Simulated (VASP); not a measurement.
Band structure of Zn4SSe3 (ordered alloy cell). All values below come from PBE GGA, VASP's PBE PAW potentials (set 64) (plane waves; VASP).

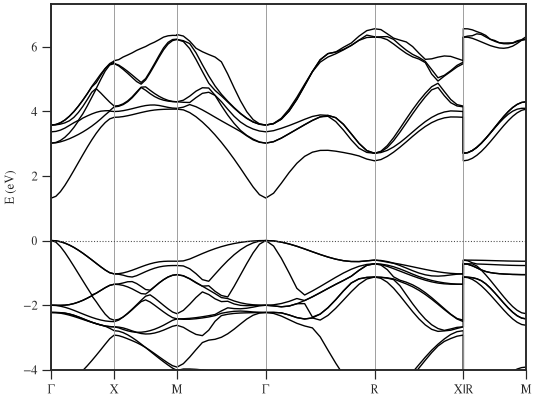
Bands along high-symmetry lines, zero at the valence-band maximum or, without a gap, the Fermi level

Read the plot: is there a gap, and where are the band edges?

The gap is direct, 1.32 eV, from the valence maximum at Γ to the conduction minimum at Γ. (Edges off the drawn lines would not show.)

The structure was generated: Zn4SSe3 was put into an ordered model structure (P-43m), which need not be its known phase. It was relaxed first.
